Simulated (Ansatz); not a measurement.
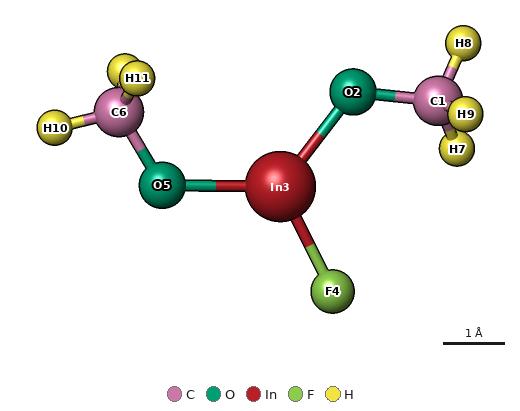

The structure (ball-and-stick view, seen at a tilt; atoms are numbered from 1 in the order of the input). Sticks mark near contacts. Bond lengths as drawn: C–H 1.09 to 1.10 Å, C–O 1.41 Å, F–In 1.94 Å and In–O 1.96 to 1.97 Å.

Run report: C$_{2}$H$_{6}$FInO$_{2}$, single-point calculation

- system: C$_{2}$H$_{6}$FInO$_{2}$
- method: RKS wB97M-V/def2-TZVPP (Ansatz 0.2.0)

The geometry comes from this level: PBE0-D4/def2-TZVP. Figures and captions count atoms from 1; the log counts them from 0 in places.

## What the program printed
```
Functional definition: wB97M-V
  name "wB97M-V"
  cite "Mardirossian & Head-Gordon, J. Chem. Phys. 144, 214110 (2016) doi:10.1063/1.4952647"
  cite "Becke, J. Chem. Phys. 107, 8554 (1997) doi:10.1063/1.475007"
  cite "Vydrov & Van Voorhis, J. Chem. Phys. 133, 244103 (2010) doi:10.1063/1.3521275"
  # Of w^i u^j: cxij and so on, Table III.
  parameter omega = 0.3/bohr
  parameter cx = 0.15
  parameter cx01 = 1.007
  parameter cx10 = 0.259
  parameter css00 = 0.443
  parameter css04 = -1.437
  parameter css10 = -4.535
  parameter css20 = -3.390
  parameter css43 = 4.278
  parameter cos00 = 1.000
  parameter cos10 = 1.358
  parameter cos20 = 2.924
  parameter cos21 = -8.812
  parameter cos60 = -1.390
  parameter cos61 = 9.142
  parameter b = 6.0
  parameter c = 0.01
  gx(w, u) = 1 - cx + cx01*u + cx10*w
  gss(w, u) = css00 + css04*u^4 + css10*w + css20*w^2 + css43*w^4*u^3
  gos(w, u) = cos00 + cos10*w + (cos20 + cos21*u)*w^2 + (cos60 + cos61*u)*w^6
  exchange = spin_sum(e_x_unif_sr(omega)*gx(b97_w, b97_u_x)) + cx*exact_x_sr(omega) + exact_x_lr(omega)
  correlation = spin_sum(e_c_pw_mod_same_spin*gss(b97_w, b97_u_same))
      + integral(e_c_pw_mod_opposite_spin*gos(b97_w_opposite, b97_u_opposite)) + vv10(b, c)
1596 factors; their error is unknown
372 factors; integrals over basis functions are off by at most 1.0e-5 eV
mean field evaluation 1: about -14147.2827 eV, gradient 7.3e1 eV
mean field evaluation 2: about -14143.3383 eV, gradient 9.2e1 eV
mean field evaluation 4: about -14156.6540 eV, gradient 2.6e0 eV
mean field evaluation 8: about -14156.6944 eV, gradient 5.2e-1 eV
mean field evaluation 16: about -14156.6947 eV, gradient 1.7e-4 eV
mean field -14156.69468191 eV, -520.2489338077 hartree, gradient 3.7e-5 eV, S^2 0.000000; 0 other end points of the search recorded, 0 dependent functions left out
the calculation of the forces begins
reference -14156.69476544 eV, -520.2489368774 hartree; 32, 32 occupied and 257, 257 virtual orbitals, 1596 factors
Total energy: -14156.69476544 eV, -520.2489368774 hartree
Atom 0 at     0.065717    -2.599911     0.307271 Å, force    -0.038936    -0.354698     0.028468 eV/Å
Atom 1 at     0.416677    -1.234635     0.241951 Å, force     0.007103     0.304140    -0.031505 eV/Å
Atom 2 at    -0.850261     0.125777    -0.396176 Å, force     0.040961     0.002471     0.011946 eV/Å
Atom 3 at    -2.543108    -0.552398    -1.065419 Å, force    -0.003188    -0.007009     0.000225 eV/Å
Atom 4 at    -0.563900     2.061288    -0.456700 Å, force    -0.207857    -0.182626    -0.070721 eV/Å
Atom 5 at     0.634191     2.648578     0.001810 Å, force     0.282902     0.205481     0.101314 eV/Å
Atom 6 at    -0.501514    -2.944113    -0.565014 Å, force     0.041856     0.042690     0.068546 eV/Å
Atom 7 at     0.991423    -3.181596     0.358649 Å, force    -0.100791     0.038043    -0.002785 eV/Å
Atom 8 at    -0.525230    -2.824301     1.203132 Å, force     0.052733     0.025337    -0.080716 eV/Å
Atom 9 at     0.545571     3.729836    -0.139564 Å, force     0.030381    -0.099323     0.022424 eV/Å
Atom 10 at     0.816378     2.463438     1.067262 Å, force    -0.022737     0.005837    -0.093534 eV/Å
Atom 11 at     1.514055     2.308027    -0.557192 Å, force    -0.082428     0.019660     0.046336 eV/Å
Dipole moment:     0.404321     0.002068     0.198116 e Å
```

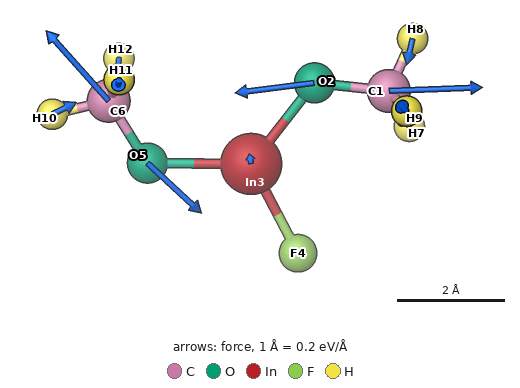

Forces on the atoms as blue arrows (ball-and-stick view, seen at a tilt; atoms are numbered from 1 in the order of the input); the smallest are left out. The largest act on C6 (0.36 eV/Å); C1 (0.36 eV/Å); O2 (0.31 eV/Å); O5 (0.29 eV/Å). The geometry is not a stationary point of this energy.

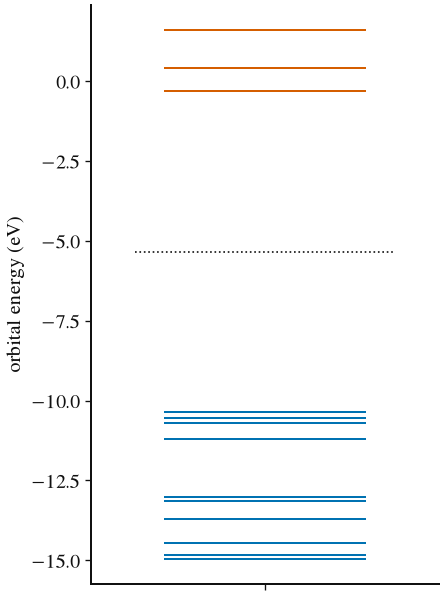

Orbital energies near the frontier; the dotted line parts filled from empty levels, and levels within 0.02 eV of each other stand side by side. Highest filled −10.37 eV, lowest empty −0.32 eV, 10.05 eV apart.

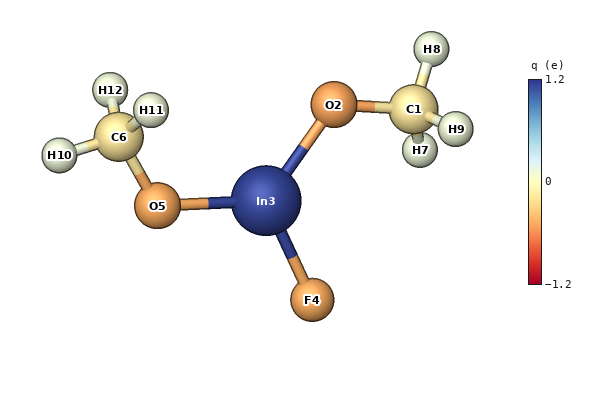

Mulliken charges, as the colour of each atom (ball-and-stick view, seen at a tilt; atoms are numbered from 1 in the order of the input). By element: C −0.17, O −0.50 to −0.49, In +1.13, F −0.48 and H +0.11 to +0.12 e.

The run was set up as follows.

## Input
```yaml
crystal:
  periodic: [false, false, false]
  atoms:
    - {symbol: C, position_ang: [0.065717, -2.599911, 0.307271]}
    - {symbol: O, position_ang: [0.416677, -1.234635, 0.241951]}
    - {symbol: In, position_ang: [-0.850261, 0.125777, -0.396176]}
    - {symbol: F, position_ang: [-2.543108, -0.552398, -1.065419]}
    - {symbol: O, position_ang: [-0.563900, 2.061288, -0.456700]}
    - {symbol: C, position_ang: [0.634191, 2.648578, 0.001810]}
    - {symbol: H, position_ang: [-0.501514, -2.944113, -0.565014]}
    - {symbol: H, position_ang: [0.991423, -3.181596, 0.358649]}
    - {symbol: H, position_ang: [-0.525230, -2.824301, 1.203132]}
    - {symbol: H, position_ang: [0.545571, 3.729836, -0.139564]}
    - {symbol: H, position_ang: [0.816378, 2.463438, 1.067262]}
    - {symbol: H, position_ang: [1.514055, 2.308027, -0.557192]}
basis:
  gaussian: {orbitals: def2-TZVPP}
hamiltonian: {xc: {name: wB97M-V}}
output: {forces: true, orbitals: {seedname: orbitals}}
```

Command:
```bash
ansatz run in.yaml --threads 4 --pin off --events-out ev --progress --plain --max-ram 11315MiB
```

## Results in brief

- outcome: converged
- total energy: −14156.6948 eV
- SCF solution under orbital rotations: stable
- HOMO: −10.37 eV
- LUMO: −0.32 eV
- largest force (length of the vector): 0.364 eV/Å
- dipole moment: 2.16 D
- hardware: 4 threads of Intel Xeon, 31 GiB of memory available, shared host
- wall time: 7 s (CPU time 25 s)
- peak memory: 1.2 GiB
